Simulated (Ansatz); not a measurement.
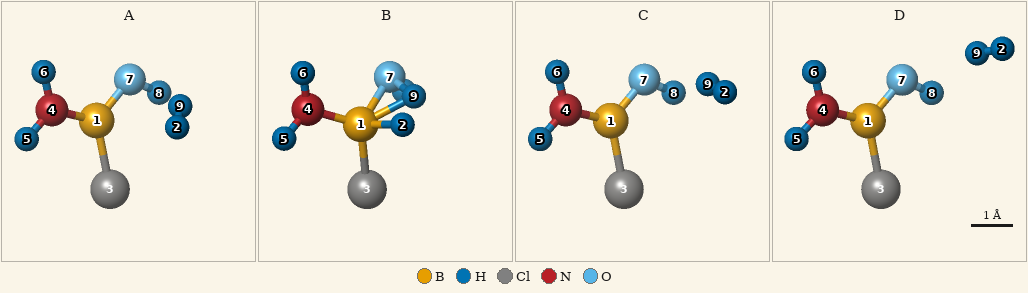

4 geometries from a converged minimum-energy path of BNH$_{5}$OCl, made up at the start of BNH3Cl and H₂O, shuffled. The picture is a ball-and-stick view, seen at a tilt.

The calculation used RKS PBE0-D4/6-31G* in Ansatz 0.2.0. Settings: 5 movable images; climbing image; force threshold 0.03 eV/Å; iteration limit 60; starting path through a guess of the saddle point.

**Which of them lies highest in energy?**

B. In order along the path, whose images run from 0 to 6: B (image 2, +134.1 kJ/mol), A (image 4, −94.6 kJ/mol), C (image 5, −96.6 kJ/mol), D (image 6, −97.1 kJ/mol). Breaking: B1–H2 (1.19 → 1.39 at the top → 4.12 Å), O7–H9 (0.97 → 1.22 at the top → 2.59 Å). Forming: B1–O7 (2.86 → 1.57 at the top → 1.36 Å), H2–H9 (2.71 → 1.07 at the top → 0.75 Å).

Limits of the set-up: the start holds two separate molecules, 2.7 Å apart at their closest, whose relative position is a soft coordinate.
